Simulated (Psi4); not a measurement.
**P4 (SMILES P12P3P1P23) at CCSD(T)/def2-SVPD**

Aim: the vertical ionisation energy of P4 at CCSD(T)/def2-SVPD, from 2 runs. 

The results are computed with Psi4 1.11.

### Step 1. Starting point

The species is P4 (4 atoms), meant as a singlet with charge 0. As SMILES, `P12P3P1P23`. Geometry: relaxed at PBE0-D4/def2-TZVP.

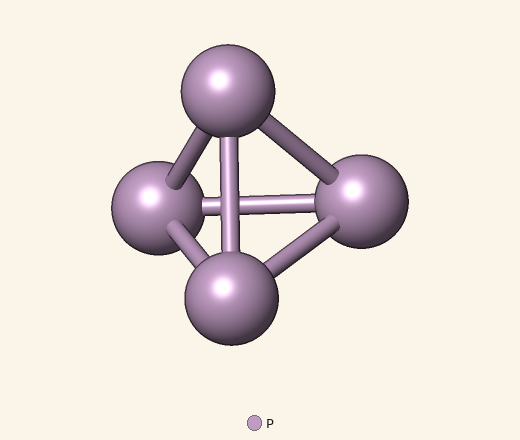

Viewed from a chosen angle; phosphorus pink.

### Step 2. A single-point energy at CCSD(T)/def2-SVPD

Contents of run.py:

```python
import numpy as np
from ase.calculators.psi4 import Psi4
from ase import Atoms

mol = Atoms(['P', 'P', 'P', 'P'], positions=[
    [-0.724800, -0.100000, 1.119400],
    [1.294900, 0.109800, 0.315700],
    [-0.185000, -1.091700, -0.749800],
    [-0.385100, 1.081900, -0.685200],
])
calc = Psi4(atoms=mol, method='ccsd(t)', basis='def2-SVPD', memory='1600MB', num_threads=1, charge=0, multiplicity=1, label='psi4-calc')
calc.psi4.set_options({'puream': True, 'e_convergence': 1e-09, 'd_convergence': 1e-08, 'scf_type': 'pk', 'num_frozen_docc': 20})
mol.calc = calc

print(f'energy: {mol.get_potential_energy():.6f} eV')
```

The run is started by

```bash
$ python run.py
```

psi4-calc.dat:

```text
[...]
  Running in c1 symmetry.
[...]
  Nuclear repulsion =  327.132424195368571
[...]
  Multiplicity = 1
[...]
  Nalpha       = 30
  Nbeta        = 30
[...]
    Number of basis functions: 96
[...]
   @RHF iter   1: -1362.54122495328443    6.00952e-02   1.39717e-03 DIIS/ADIIS
[...]
   @RHF iter  10: -1362.55847564567102   -1.13687e-12   1.20106e-09 DIIS
[...]
    Orbital Energies [Eh]
    ---------------------
    Doubly Occupied:
       1A    -79.950249     2A    -79.950221     3A    -79.950218
       4A    -79.950217     5A     -7.518051     6A     -7.517717
       7A     -7.517715     8A     -7.517714     9A     -5.415779
      10A     -5.415115    11A     -5.415113    12A     -5.415112
      13A     -5.413813    14A     -5.413813    15A     -5.413759
      16A     -5.413759    17A     -5.413758    18A     -5.413574
      19A     -5.413573    20A     -5.413572    21A     -1.069173
      22A     -0.718560    23A     -0.718548    24A     -0.718544
      25A     -0.464796    26A     -0.392470    27A     -0.392459
      28A     -0.392454    29A     -0.358688    30A     -0.358685
[...]
  @RHF Final Energy: -1362.55847564567102
   => Energetics <=
    Nuclear Repulsion Energy =            327.1324241953685714
    One-Electron Energy =               -2538.5273622997478924
    Two-Electron Energy =                 848.8364624587084108
    Total Energy =                      -1362.5584756456710238
[...]
 Multipole Moments:
 ------------------------------------------------------------------------------------
     Multipole            Electronic (a.u.)      Nuclear  (a.u.)        Total (a.u.)
 ------------------------------------------------------------------------------------
 L = 1.  Multiply by 2.5417464519 to convert [e a0] to [Debye]
 Dipole X            :         -0.0000141           -0.0000000           -0.0000141
 Dipole Y            :         -0.0000070           -0.0000000           -0.0000070
 Dipole Z            :         -0.0000065            0.0000000           -0.0000065
 Magnitude           :                                                    0.0000170
[...]
      * MP2 total energy                      = -1363.037468374914397
[...]
      * CCSD total energy                     = -1363.059062268903745
[...]
      * CCSD(T) total energy                  = -1363.091719445318631
```

The script printed:

```text
energy: -37091.614964 eV
```

Wall time 81 s (1 thread of Intel Xeon at 2.50GHz (Skylake/Cascade Lake), shared host); peak memory 0.68 GiB.

### Step 3. The doublet cation, same level

Contents of calc.in:

```
memory 1600 MB

molecule {
  1 2
  P     -0.724800    -0.100000     1.119400
  P      1.294900     0.109800     0.315700
  P     -0.185000    -1.091700    -0.749800
  P     -0.385100     1.081900    -0.685200
  units angstrom
  symmetry c1
}

set basis def2-SVPD
set reference uhf
set puream true
set e_convergence 1e-09
set d_convergence 1e-08
set scf_type pk
set num_frozen_docc 20
set maxiter 100

energy("ccsd(t)")
```

The run is started by

```bash
$ psi4 -n 1 calc.in calc.out
```

calc.out:

```text
[...]
  Running in c1 symmetry.
[...]
  Nuclear repulsion =  327.132424195368571
[...]
  Multiplicity = 2
[...]
  Nalpha       = 30
  Nbeta        = 29
[...]
    Number of basis functions: 96
[...]
   @UHF iter   1: -1362.16866940899786    4.32651e-01   2.68180e-03 DIIS/ADIIS
[...]
   @UHF iter  48: -1362.23059814166027    1.97360e-10   9.02982e-09 DIIS
[...]
   @S^2 Observed:                7.772441062E-01
[...]
    Orbital Energies [Eh]
    ---------------------
    Alpha Occupied:
       1A    -80.190434     2A    -80.190411     3A    -80.190393
       4A    -80.190383     5A     -7.757770     6A     -7.757431
       7A     -7.757416     8A     -7.757403     9A     -5.657305
      10A     -5.657244    11A     -5.657144    12A     -5.657113
      13A     -5.653100    14A     -5.652428    15A     -5.652414
      16A     -5.652390    17A     -5.651012    18A     -5.650919
      19A     -5.650894    20A     -5.650766    21A     -1.317247
      22A     -0.975777    23A     -0.954784    24A     -0.954714
      25A     -0.685484    26A     -0.620112    27A     -0.620091
      28A     -0.619489    29A     -0.616264    30A     -0.584777
    Alpha Virtual:
[...]
  @UHF Final Energy: -1362.23059814166027
   => Energetics <=
    Nuclear Repulsion Energy =            327.1324241953685714
    One-Electron Energy =               -2524.4433897076623907
    Two-Electron Energy =                 835.0803673706335530
    Total Energy =                      -1362.2305981416602663
  UHF NO Occupations:
  HONO-2 :   28  A 1.9964016
  HONO-1 :   29  A 1.9962734
[...]
 Multipole Moments:
 ------------------------------------------------------------------------------------
     Multipole            Electronic (a.u.)      Nuclear  (a.u.)        Total (a.u.)
 ------------------------------------------------------------------------------------
 L = 1.  Multiply by 2.5417464519 to convert [e a0] to [Debye]
 Dipole X            :          0.0000480           -0.0000000            0.0000480
 Dipole Y            :          0.0000468           -0.0000000            0.0000468
 Dipole Z            :         -0.0000021            0.0000000           -0.0000021
 Magnitude           :                                                    0.0000670
[...]
      * MP2 total energy                      = -1362.681621123298555
[...]
      * CCSD total energy                     = -1362.710264079806848
[...]
      * CCSD(T) total energy                     = -1362.741875699382717
[...]
```

It took 5.4 min on 1 thread of Intel Xeon at 2.50GHz (Skylake/Cascade Lake), shared host; peak memory 0.66 GiB.

### Step 4. Results

Level: CCSD(T)/def2-SVPD, 20 core orbitals frozen.

| quantity | value |
| --- | --- |
| singlet P4: total energy | -1363.09172 Eh |
| singlet P4: HOMO energy (Hartree–Fock orbitals) | -9.76 eV |
| singlet P4: LUMO energy (Hartree–Fock orbitals) | 2.41 eV |
| singlet P4: HOMO–LUMO gap (Hartree–Fock orbitals) | 12.17 eV |
| singlet P4: correlation energy (20 core orbitals frozen) | -533.2 mEh |
| singlet P4: (T) correction | -32.66 mEh |
| singlet P4: T1 diagnostic | 0.019 |
| doublet cation: total energy | -1362.74188 Eh |
| doublet cation: HOMO energy (Hartree–Fock orbitals) (highest over α and β) | -15.66 eV |
| doublet cation: LUMO energy (Hartree–Fock orbitals) (lowest over α and β) | -8.13 eV |
| doublet cation: correlation energy (20 core orbitals frozen) | -511.3 mEh |
| doublet cation: (T) correction | -31.61 mEh |
| doublet cation: ⟨S²⟩ of the reference determinant | 0.777 |
| doublet cation: T1 diagnostic | 0.031 |
| vertical ionisation energy (to the doublet cation) | 9.520 eV |

**Reading.** Removing an electron at fixed nuclei costs 9.52 eV (919 kJ/mol). The triples (singlet P4) make up 6.1 % of the correlation energy. The triples (doublet cation) make up 6.2 % of the correlation energy.
